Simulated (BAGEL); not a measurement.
# [BSiNH7]− (SMILES [BH3-]N[SiH3]) at HF/3-21G (density fitting with qzvpp-jkfit)

What is the vertical singlet–triplet gap of [BSiNH7]− at HF/3-21G (density fitting with qzvpp-jkfit)? 

The calculation is run with BAGEL 1.2.2.

### 1 Starting point

[BSiNH7]− has 10 atoms, charge -1, and is taken as a singlet. SMILES: `[BH3-]N[SiH3]`. Geometry: relaxed at GFN2-xTB.

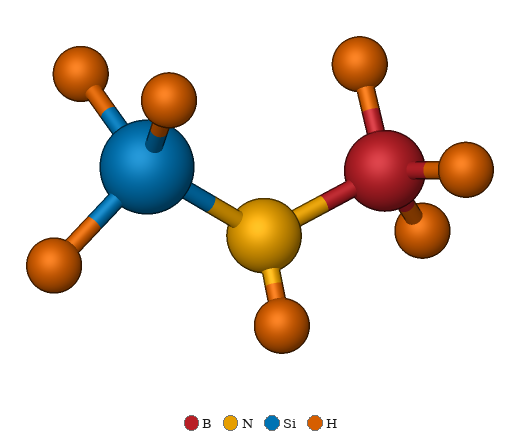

The structure, seen from a chosen angle (boron red, nitrogen amber, silicon blue, hydrogen orange).

### 2 A single-point energy at HF/3-21G (density fitting with qzvpp-jkfit)

The input, job.json:

```json
{ "bagel": [

{
  "title": "molecule",
  "basis": "3-21g",
  "df_basis": "qzvpp-jkfit",
  "angstrom": "true",
  "geometry": [
    { "atom": "B", "xyz": [      -0.793150,       0.869830,      -0.924190 ] },
    { "atom": "N", "xyz": [       0.010570,      -0.395850,      -0.473620 ] },
    { "atom": "Si", "xyz": [       0.646720,      -0.688680,       1.046850 ] },
    { "atom": "H", "xyz": [      -1.530790,       0.547840,      -1.845470 ] },
    { "atom": "H", "xyz": [      -1.439730,       1.284740,       0.017350 ] },
    { "atom": "H", "xyz": [      -0.014500,       1.739080,      -1.310270 ] },
    { "atom": "H", "xyz": [       0.515080,      -0.786550,      -1.255720 ] },
    { "atom": "H", "xyz": [       1.373650,      -1.992680,       1.003330 ] },
    { "atom": "H", "xyz": [      -0.411740,      -0.814970,       2.071310 ] },
    { "atom": "H", "xyz": [       1.643890,       0.237240,       1.670420 ] }
  ]
},

{
  "title": "hf",
  "charge": -1
},

{
  "title": "print",
  "file": "orbitals.molden",
  "orbitals": "true"
}

]}
```

The run is started by

```bash
$ BAGEL_NUM_THREADS=1 BAGEL job.json > job.out
```

Log:

```text
* using 1 threads per process

  ===============================================================
  ===============================================================

  *** Geometry ***

  { "atom" : "B", "xyz" : [     -1.498836,      1.643740,     -1.746466 ] },
  { "atom" : "N", "xyz" : [      0.019974,     -0.748048,     -0.895012 ] },
  { "atom" : "Si", "xyz" : [      1.222124,     -1.301417,      1.978260 ] },
  { "atom" : "H", "xyz" : [     -2.892774,      1.035268,     -3.487433 ] },
  { "atom" : "H", "xyz" : [     -2.720695,      2.427807,      0.032787 ] },
  { "atom" : "H", "xyz" : [     -0.027401,      3.286385,     -2.476051 ] },
  { "atom" : "H", "xyz" : [      0.973360,     -1.486364,     -2.372967 ] },
  { "atom" : "H", "xyz" : [      2.595822,     -3.765619,      1.896019 ] },
  { "atom" : "H", "xyz" : [     -0.778076,     -1.540070,      3.914209 ] },
  { "atom" : "H", "xyz" : [      3.106502,      0.448319,      3.156636 ] },

  Number of auxiliary basis functions:      406

  Since a DF basis is specified, we compute 2- and 3-index integrals:
    o Being stored without compression. Storage requirement is 0.007 GB

  Number of basis functions:       45
  Number of electrons      :       33

    * METHOD: MOLECULE                             0.12

  *** RHF ***

  === Nuclear Repulsion ===
   106.5880879341

      * DIIS with orbital gradients will be used.

  === RHF iteration (3-21g) ===
      0       -370.00747738          0.02834723           0.02
      1       -370.09971914          0.01677456           0.02
      2       -370.14199868          0.00194127           0.02
      3       -370.14285760          0.00029829           0.02
      4       -370.14288457          0.00005796           0.02
      5       -370.14288629          0.00001201           0.02
      6       -370.14288637          0.00000289           0.02
      7       -370.14288638          0.00000072           0.02
      8       -370.14288638          0.00000026           0.02
      9       -370.14288638          0.00000012           0.02
     10       -370.14288638          0.00000002           0.02
     11       -370.14288638          0.00000001           0.02
    * SCF iteration converged.

    * Permanent dipole moment:
           (   -1.455858,     1.470173,    -1.088197) a.u.

    * METHOD: HF                                   0.28

    * METHOD: PRINT                                0.00

  ===============================================================
```

Run time: 0.56 s. Hardware: 1 thread of Intel Xeon at 2.60GHz (Ice Lake), shared host; peak memory 0.083 GiB.

### 3 The triplet, same level

The input, calc.json:

```json
{ "bagel": [

{
  "title": "molecule",
  "basis": "3-21g",
  "df_basis": "qzvpp-jkfit",
  "angstrom": true,
  "geometry": [
    { "atom": "B", "xyz": [      -0.793150,       0.869830,      -0.924190 ] },
    { "atom": "N", "xyz": [       0.010570,      -0.395850,      -0.473620 ] },
    { "atom": "Si", "xyz": [       0.646720,      -0.688680,       1.046850 ] },
    { "atom": "H", "xyz": [      -1.530790,       0.547840,      -1.845470 ] },
    { "atom": "H", "xyz": [      -1.439730,       1.284740,       0.017350 ] },
    { "atom": "H", "xyz": [      -0.014500,       1.739080,      -1.310270 ] },
    { "atom": "H", "xyz": [       0.515080,      -0.786550,      -1.255720 ] },
    { "atom": "H", "xyz": [       1.373650,      -1.992680,       1.003330 ] },
    { "atom": "H", "xyz": [      -0.411740,      -0.814970,       2.071310 ] },
    { "atom": "H", "xyz": [       1.643890,       0.237240,       1.670420 ] }
  ]
},

{
  "title": "uhf",
  "charge": -1,
  "nopen": 2
},

{
  "title": "print",
  "file": "orbitals.molden",
  "orbitals": true
}

]}
```

The run is started by

```bash
$ BAGEL_NUM_THREADS=1 BAGEL calc.json > calc.out
```

Log:

```text
* using 1 threads per process

  ===============================================================
  ===============================================================

  *** Geometry ***

  { "atom" : "B", "xyz" : [     -1.498836,      1.643740,     -1.746466 ] },
  { "atom" : "N", "xyz" : [      0.019974,     -0.748048,     -0.895012 ] },
  { "atom" : "Si", "xyz" : [      1.222124,     -1.301417,      1.978260 ] },
  { "atom" : "H", "xyz" : [     -2.892774,      1.035268,     -3.487433 ] },
  { "atom" : "H", "xyz" : [     -2.720695,      2.427807,      0.032787 ] },
  { "atom" : "H", "xyz" : [     -0.027401,      3.286385,     -2.476051 ] },
  { "atom" : "H", "xyz" : [      0.973360,     -1.486364,     -2.372967 ] },
  { "atom" : "H", "xyz" : [      2.595822,     -3.765619,      1.896019 ] },
  { "atom" : "H", "xyz" : [     -0.778076,     -1.540070,      3.914209 ] },
  { "atom" : "H", "xyz" : [      3.106502,      0.448319,      3.156636 ] },

  Number of auxiliary basis functions:      406

  Since a DF basis is specified, we compute 2- and 3-index integrals:
    o Being stored without compression. Storage requirement is 0.007 GB

  Number of basis functions:       45
  Number of electrons      :       33

    * METHOD: MOLECULE                             0.11

  *** Open-shell HF ***

  === Nuclear Repulsion ===
   106.5880879341

      * DIIS with orbital gradients will be used.

  === UHF iteration (3-21g) ===
      0       -369.79217769          0.04746648           0.04
      1       -369.89604734          0.03124992           0.04
      2       -369.93661460          0.01962714           0.03
      3       -369.95647803          0.00412385           0.03
      4       -369.96298896          0.00148045           0.04
      5       -369.96397121          0.00045779           0.03
      6       -369.96418073          0.00016614           0.04
      7       -369.96424816          0.00009631           0.03
      8       -369.96428395          0.00006463           0.04
      9       -369.96430234          0.00002935           0.04
     10       -369.96430498          0.00001164           0.03
     11       -369.96430545          0.00000721           0.03
     12       -369.96430567          0.00000375           0.03
     13       -369.96430572          0.00000168           0.03
     14       -369.96430572          0.00000083           0.04
     15       -369.96430573          0.00000056           0.03
     16       -369.96430573          0.00000039           0.03
     17       -369.96430573          0.00000019           0.03
     18       -369.96430573          0.00000009           0.03
     19       -369.96430573          0.00000005           0.03
     20       -369.96430573          0.00000003           0.03
     21       -369.96430573          0.00000001           0.04
    * SCF iteration converged.

    * S^2 (UHF) is 2.0151

    * Permanent dipole moment:
           (   -0.259775,     0.905306,     0.483682) a.u.

    * METHOD: UHF                                  0.86

    * METHOD: PRINT                                0.00

  ===============================================================
```

Run time: 1.1 s. Hardware: 1 thread of Intel Xeon at 2.60GHz (Ice Lake), shared host; peak memory 0.083 GiB.

### 4 Results

At HF/3-21G (density fitting with qzvpp-jkfit):

| quantity | value |
| --- | --- |
| singlet: total energy | -370.14289 Eh |
| singlet: HOMO energy | -3.48 eV |
| singlet: LUMO energy | 9.45 eV |
| singlet: HOMO–LUMO gap (to an unbound level, set by the basis) | 12.93 eV |
| triplet: total energy | -369.96431 Eh |
| triplet: ⟨S²⟩ | 2.015 |
| vertical energy of the triplet above the singlet | 4.859 eV |

**Reading.** At this shape the triplet lies 4.86 eV (112 kcal/mol) above the singlet. For an anion a state so high probably lies above electron detachment.
